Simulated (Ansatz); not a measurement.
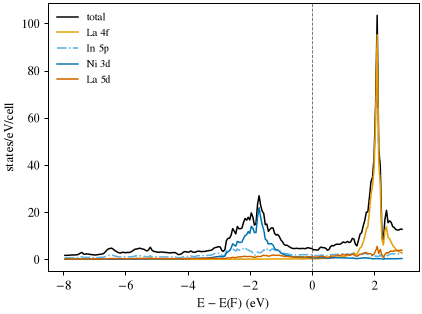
Figure. Total and projected density of states of LaIn$_{4}$Ni in space group Cmcm (No. 63; Pearson symbol oS24), r²SCAN in the plane-wave PAW code Ansatz

Q: Which orbitals carry the states next to the Fermi level?

A: Within 0.5 eV of the Fermi level: In 5p 39 %, La 5d 22 %, Ni 3d 17 %, In 5s 11 %, La 4f 6 %. Projections are on Löwdin-orthogonalised atomic valence shells; empty p or d shells of many metals are not among them.

Q: Where is the tallest occupied peak in this window, and what makes it?

A: Near -1.7 eV, about 27 states/eV per cell; the largest projected share is Ni 3d.

The first step of the workflow began from a Materials Project structure, measured or hypothetical; the Crystallography Open Database files this formula in space group No. 63, but the cells were not matched. Its standing as an ambient phase is unchecked. The r²SCAN relaxation kept the symmetry of its start; whether a distortion lowers the energy is not shown. The run is not spin-polarised. Spin–orbit coupling is left out wherever it is not named.

Potentials: the later of the program's two PAW sets.
